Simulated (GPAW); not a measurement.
# How Nb absorbs and reflects light

Aim: the dielectric function of Nb, and the optical constants that follow from it. The cell comes from an older database entry, whose edges can differ from later determinations, mostly by under a per cent.

Program: GPAW 26.7.0. Level of theory: DFT, PBE, plane-wave PAW (GPAW data sets), scalar-relativistic, RPA, optical limit. Results are calculated unless marked as measured.

The database entry behind the starting cell differs from later determinations by our own check (about 0.8 % long, hydrogen-cycled sample), so it need not match the best structure at ambient conditions.

## Step 1: Starting point

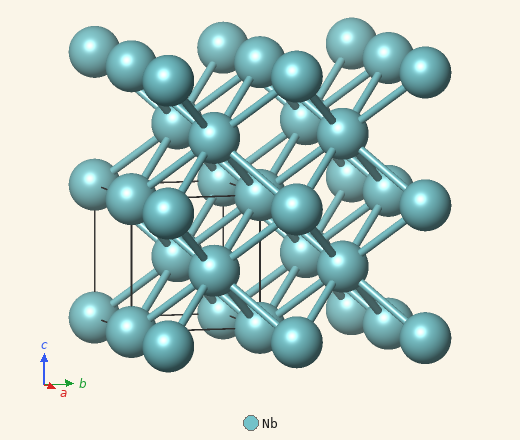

The starting structure, seen slightly off an axis (niobium teal). 2×2×2 cells are drawn. This picture shows the conventional cell, with its axes. Some periodic images of atoms are drawn too.

Coordinates:

```cif
data_structure
_symmetry_space_group_name_H-M 'Im-3m'
_symmetry_Int_Tables_number 229
_cell_length_a 3.3279
_cell_length_b 3.3279
_cell_length_c 3.3279
_cell_angle_alpha 90.000
_cell_angle_beta 90.000
_cell_angle_gamma 90.000
_cell_volume 36.86
loop_
_atom_site_label
_atom_site_type_symbol
_atom_site_symmetry_multiplicity
_atom_site_Wyckoff_symbol
_atom_site_fract_x
_atom_site_fract_y
_atom_site_fract_z
_atom_site_occupancy
Nb1 Nb 2 a 0.00000 0.00000 0.00000 1
```

## Step 2: Bands for the response

The response needs many more empty bands than the density does.

This step: DFT, PBE, plane-wave PAW (GPAW data sets), scalar-relativistic, bands at fixed density (GPAW 26.7.0).

The input, nscf.py:

```python
from ase.dft.bandgap import bandgap
from gpaw import GPAW, FermiDirac

calc = GPAW('gs.gpw').fixed_density(kpts={'size': (18, 18, 18), 'gamma': True}, nbands=30, convergence={'bands': 24},
                                    occupations=FermiDirac(0.05), txt='nscf.txt')
print('gap (eV)', bandgap(calc, output=None)[0])
print('direct gap (eV)', bandgap(calc, direct=True, output=None)[0])
print('top band over the Fermi level (eV)', min(calc.get_eigenvalues(kpt=k)[23] for k in range(len(calc.get_ibz_k_points()))) - calc.get_fermi_level())
calc.write('full.gpw', mode='all')
```

Started as:

```bash
$ OMP_NUM_THREADS=1 python nscf.py
```

Numbers of over 12 decimals in the logs are rounded to 6 here.

Output:

```text
Diagonalizing LCAO Hamiltonian
Converting LCAO to pw mode
convergence criteria:
- Maximum integral of absolute [eigenst]ate change: 4e-08 eV^2 / valence electron
maximum number of iterations: 150

SCF iterations
|iter     |      energy | eigst |  dens |
|iter:   1||             | +3.25 |       |
|iter:   2||             | +1.18 |       |
|iter:   3||             | -1.25 |       |
|iter:   4||             | -2.94 |       |
|iter:   5||             | -4.87 |       |
|iter:   6||             | -6.35 |       |
|iter:   7||             | -7.78c|       |
SCF steps: 7
  __  _  _
 | _ |_)|_||  |
 |__||  | ||/\| - 26.7.0

Versions:
  Python: 3.12.14
  ASE:    3.29.0
  Numpy:  2.5.5
  Scipy:  1.18.1
  Libxc:  7.0.0

Input parameters:
  mode=PW(ecut=500.0),
  convergence={'bands': 24},
  gpts=array([15, 15, 15]),
  kpts=MonkhorstPack(size=(18, 18, 18), gamma=True),
  maxiter=150,
  nbands=30,
  occupations=Occupations(name='fermi-dirac', width=0.05, fixmagmom=False),
  parallel={},
  xc=XC(name='PBE')

--- standard output ---
gap (eV) 0.0
direct gap (eV) 0.0
top band over the Fermi level (eV) 40.871396
```

The job ended after 2.2 min (1 thread of Intel Xeon at 2.50GHz (Skylake/Cascade Lake), shared host; peak memory 0.18 GiB).

## Step 3: Dielectric function, RPA

Local fields let the induced charge screen the field inside the cell, which as a rule lowers ε, most along directions where the density is uneven.

This step: DFT, PBE, plane-wave PAW (GPAW data sets), scalar-relativistic, RPA, optical limit (GPAW 26.7.0).

The input, df.py:

```python
from gpaw.response.df import DielectricFunction

df = DielectricFunction('full.gpw', frequencies={'type': 'nonlinear', 'domega0': 0.03, 'omega2': 8},
                        ecut=50,
                        eta=0.15,
                        nbands=24,
                        rate=0.05,
                        txt='df.txt')
for direction in ['x']:
    df.get_dielectric_function(xc='RPA', direction=direction, filename=f'df_{direction}.csv')
```

Started as:

```bash
$ OMP_NUM_THREADS=1 python df.py
```

Output:

```text
Using integrator: PointIntegrator
NonLinearFrequencyDescriptor(from 0.000 to 104.051 eV, 544 points)
Nonperiodic BCs:  [False False False]
Using integrator: PointIntegrator
NonLinearFrequencyDescriptor(from 0.000 to 104.051 eV, 544 points)
Nonperiodic BCs:  [False False False]
Using integrator: PointIntegrator

Calculating chi0 body with:
    Ground state adapter containing:
    Number of spins: 1
    Number of kpoints: 5832
    Number of irreducible kpoints: 195
    Number of completely occupied states: 5
    Number of partially occupied states: 8

    Linear response parametrization:
    q_c: [0.0, 0.0, 0.0]
    Number of frequency points: 544
    Planewave cutoff: 50.0
    Number of bands: 24
    Number of planewaves: 13
    Broadening (eta): 0.15

Integrating chi0 body.

Symmetries of q_c:
    Direct symmetries (Uq -> q): 48
    Indirect symmetries (TUq -> q): 0
In total 48 allowed symmetries.

195 groups of equivalent kpoints. 96.656379% reduction.

Integral kind: spectral function

Calculating chi0 optical extensions with:
    Ground state adapter containing:
    Number of spins: 1
    Number of kpoints: 5832
    Number of irreducible kpoints: 195
    Number of completely occupied states: 5
    Number of partially occupied states: 8

    Linear response parametrization:
    Number of frequency points: 544
    Planewave cutoff: 50.0
    Number of bands: 24
    Number of planewaves: 13
    Broadening (eta): 0.15
Integrating chi0 head and wings.

Symmetries of q_c:
    Direct symmetries (Uq -> q): 48
    Indirect symmetries (TUq -> q): 0
In total 48 allowed symmetries.

195 groups of equivalent kpoints. 96.656379% reduction.

Integral kind: spectral function wings

Calculating drude chi0 with:
    Number of frequency points:544
    Plasma frequency decay rate: 0.05 eV

    Ground state adapter containing:
    Number of spins: 1
    Number of kpoints: 5832
    Number of irreducible kpoints: 195
    Number of completely occupied states: 5
    Number of partially occupied states: 8

Symmetries of q_c:
    Direct symmetries (Uq -> q): 48
    Indirect symmetries (TUq -> q): 0
In total 48 allowed symmetries.

195 groups of equivalent kpoints. 96.656379% reduction.

Integral kind: intraband
Plasma frequency:
[[8.45+0.j 0.  +0.j 0.  +0.j]
 [0.  +0.j 8.45+0.j 0.  -0.j]
 [0.  +0.j 0.  -0.j 8.45+0.j]]
```

Wall time 40 s (1 thread); peak memory 0.19 GiB.

Some rows of df_x.csv (energy; Re and Im without local fields; Re and Im with them):

```text
0.000000, 28566.952813, 0.000000, 28566.853988, 0.000000
0.460735, -302.578078, 78.248348, -302.680844, 78.255518
0.943989, -56.475992, 16.980925, -56.585503, 16.986186
1.451455, -14.216062, 14.373225, -14.334118, 14.364779
1.984998, -1.455383, 20.052581, -1.574696, 20.023913
2.546682, -2.492890, 17.466995, -2.586858, 17.418972
3.138794, -2.324583, 16.064296, -2.398890, 16.004584
3.763875, 3.331662, 16.582627, 3.308115, 16.562852
4.424758, -6.951342, 21.053861, -7.012396, 21.120408
5.124608, -9.184789, 9.915414, -9.280100, 9.937240
5.866977, -7.131557, 5.217561, -7.242903, 5.221629
6.655862, -4.761938, 3.225075, -4.865532, 3.216651
7.495775, -4.104363, 3.326262, -4.219898, 3.325847
8.391833, -2.653212, 1.528284, -2.762445, 1.511925
9.349861, -0.835931, 1.066664, -0.930454, 1.060427
10.376517, -0.286194, 1.842949, -0.382852, 1.862358
11.479449, -0.417456, 2.275877, -0.556988, 2.331827
12.667487, -0.177960, 1.659916, -0.406684, 1.697270
13.950874, -0.094197, 2.277112, -0.330340, 2.081264
```

The Im ε, E ∥ x has structure finer than the step of the table below, so its rows give means over 1 eV, whole bins alone (the curve runs from 0.305 to 14.0 eV). Peaks (eV: height): 2.0: 20.0, 4.2: 22.9.

Sum at mesh points, not converged in k. Table of Im ε, E ∥ x by photon energy; means over each step:

| photon energy (eV) | Im ε, E ∥ x |
| --- | --- |
| 1 | 21.6 |
| 2 | 17.7 |
| 3 | 15.8 |
| 4 | 18.8 |
| 5 | 11.9 |
| 6 | 5.01 |
| 7 | 3.47 |
| 8 | 2.18 |
| 9 | 1.14 |
| 10 | 1.64 |
| 11 | 2.17 |
| 12 | 2.09 |
| 13 | 1.85 |

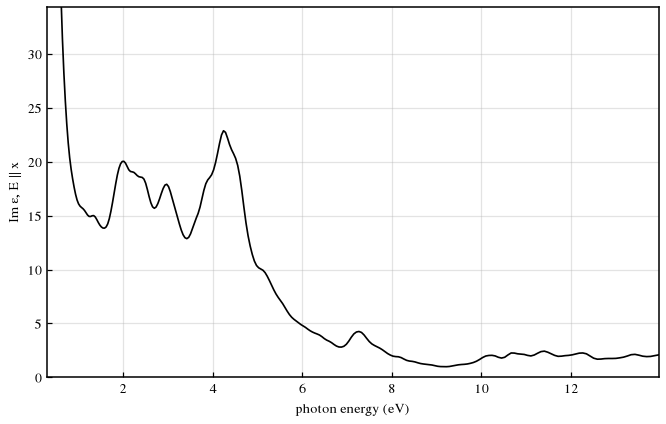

Im ε, E ∥ x against photon energy. Below 1 eV the curve runs off the scale.

Values under 1 per cm are given as 1; sum at mesh points, not converged in k. The absorption coefficient, E ∥ x by photon energy:

| photon energy (eV) | absorption coefficient, E ∥ x (1/cm) |
| --- | --- |
| 1.01 | 7.1e5 |
| 1.99 | 6.6e5 |
| 3.02 | 9.5e5 |
| 3.98 | 1.2e6 |
| 4.98 | 1.8e6 |
| 6.02 | 1.7e6 |
| 6.99 | 1.4e6 |
| 8.03 | 1.6e6 |
| 9.02 | 1.2e6 |
| 10.03 | 9.8e5 |
| 11.03 | 1.2e6 |
| 12.02 | 1.3e6 |
| 13.00 | 1.3e6 |

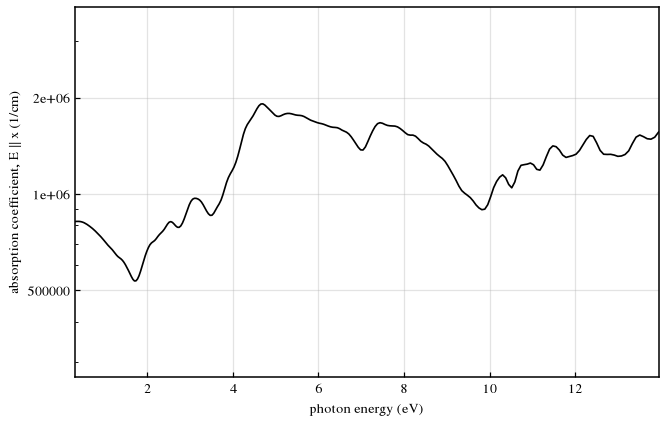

Absorption coefficient, E ∥ x against photon energy.

The reflectivity at normal incidence, E ∥ x has structure finer than the step of the table below, so its rows give means over 1 eV, whole bins alone (the curve runs from 0.305 to 14.0 eV). Peaks (eV: height): 5.7: 69.6, 8.0: 65.7, 12.4: 30.9.

Sum at mesh points, not converged in k. Table of reflectivity at normal incidence, E ∥ x by photon energy; means over each step:

| photon energy (eV) | reflectivity at normal incidence, E ∥ x (%) |
| --- | --- |
| 1 | 88.4 |
| 2 | 56.0 |
| 3 | 51.1 |
| 4 | 52.6 |
| 5 | 67.6 |
| 6 | 68.2 |
| 7 | 59.0 |
| 8 | 64.3 |
| 9 | 55.0 |
| 10 | 24.2 |
| 11 | 23.7 |
| 12 | 26.6 |
| 13 | 23.6 |

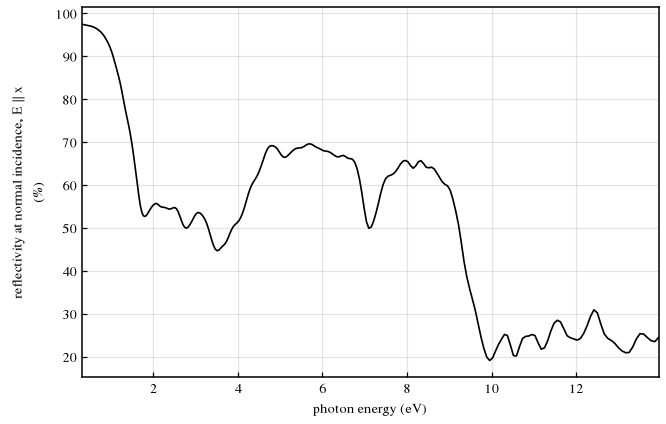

Reflectivity at normal incidence, E ∥ x against photon energy.

The Im ε, E ∥ x has structure finer than the step of the table below, so its rows give means over 1 eV, whole bins alone (the curve runs from 0.305 to 14.0 eV). Peaks (eV: height): without local fields 2.0: 20.1, 4.2: 22.8; with local fields 2.0: 20.0, 4.2: 22.9.

Sum at mesh points, not converged in k. Im ε, E ∥ x against photon energy; means over each step:

| photon energy (eV) | without local fields | with local fields |
| --- | --- | --- |
| 1 | 21.6 | 21.6 |
| 2 | 17.7 | 17.7 |
| 3 | 15.8 | 15.8 |
| 4 | 18.8 | 18.8 |
| 5 | 11.9 | 11.9 |
| 6 | 5.00 | 5.01 |
| 7 | 3.47 | 3.47 |
| 8 | 2.19 | 2.18 |
| 9 | 1.15 | 1.14 |
| 10 | 1.63 | 1.64 |
| 11 | 2.13 | 2.17 |
| 12 | 2.03 | 2.09 |
| 13 | 1.84 | 1.85 |

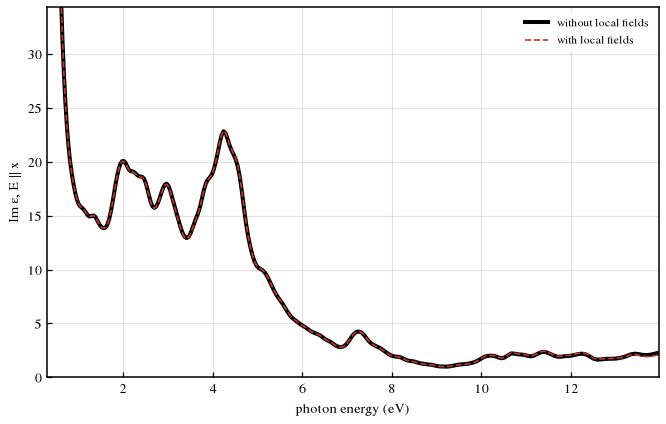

Im ε, E ∥ x against photon energy. Below 1 eV the curve runs off the scale.

The loss function −Im 1/ε at q → 0, E ∥ x has structure finer than the step of the table below, so its rows give means over 1 eV, whole bins alone (the curve runs from 0.305 to 14.0 eV). Peaks (eV: height): 9.8: 0.722, 13.0: 0.560.

Sum at mesh points, not converged in k. Table of loss function −Im 1/ε at q → 0, E ∥ x by energy loss; means over each step:

| energy loss (eV) | loss function −Im 1/ε at q → 0, E ∥ x |
| --- | --- |
| 1 | 0.0113 |
| 2 | 0.0534 |
| 3 | 0.0635 |
| 4 | 0.0528 |
| 5 | 0.0482 |
| 6 | 0.0703 |
| 7 | 0.126 |
| 8 | 0.131 |
| 9 | 0.322 |
| 10 | 0.590 |
| 11 | 0.455 |
| 12 | 0.454 |
| 13 | 0.527 |

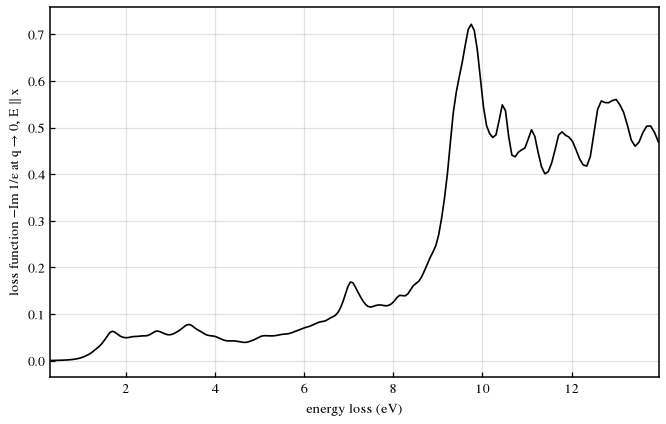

Loss function −Im 1/ε at q → 0, E ∥ x, plotted against energy loss.

Optical constants at common wavelengths, from n + ik = √ε:

| wavelength (nm) | n | k | R (%) | 1/α |
| --- | --- | --- | --- | --- |
| 1550 | 1.11 | 9.405 | 95.2 | 13 nm |
| 633 | 3.05 | 3.260 | 54.9 | 15 nm |
| 532 | 2.91 | 3.214 | 54.6 | 13 nm |
| 450 | 2.81 | 2.830 | 50.1 | 13 nm |
| 405 | 2.76 | 3.109 | 53.6 | 10 nm |
| 365 | 2.53 | 2.556 | 46.7 | 11 nm |
| 308 | 3.23 | 2.980 | 51.7 | 8.2 nm |

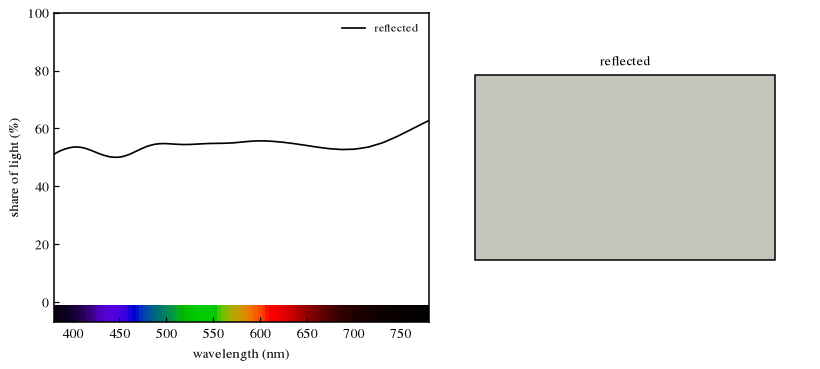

Light reflected across the visible range, with the colour that it makes of daylight (sRGB).

In reflection the computed colour is light grey: x = 0.318, y = 0.337, luminous reflectivity 55 %.

## Step 4: What came out

At this level (PBE, RPA) Nb is a metal. The mesh is too coarse to trust the carriers' weight, the reflectivity or the colour to better than tens of per cent. In reflection the computed colour is light grey: x = 0.318, y = 0.337, luminous reflectivity 55 %. The carriers' damping of 0.05 eV is typed, not computed; it shapes the response at the lowest energies. In this version of GPAW the matrix elements of the optical limit are incomplete, which can lower ε − 1 by up to a tenth where first-row anions or d states rule, and shift it by more in d metals. GPAW's carrier term has the form −ωp²/(ω + i·rate)², which damps like twice the rate and fails at low energy, so the curves leave the lowest energies out. The sum runs over mesh points 0.15 Å⁻¹ apart with no interpolation, so peaks are partly noise of the mesh, and the Drude plasma energy, a sum over the Fermi surface, isn't converged.

[Machine, clock and banner lines and Python warnings are left out of the logs.]

[Logs are printed without paths, hosts, clocks, repeated set-up lines and the standing remarks that a program may print on its own settings, such as how far it seeks lower states.]

[Hosts, paths, dates, database ids (printed as entryN), source tags and the programs' standing remarks are cut or masked in the printed files.]
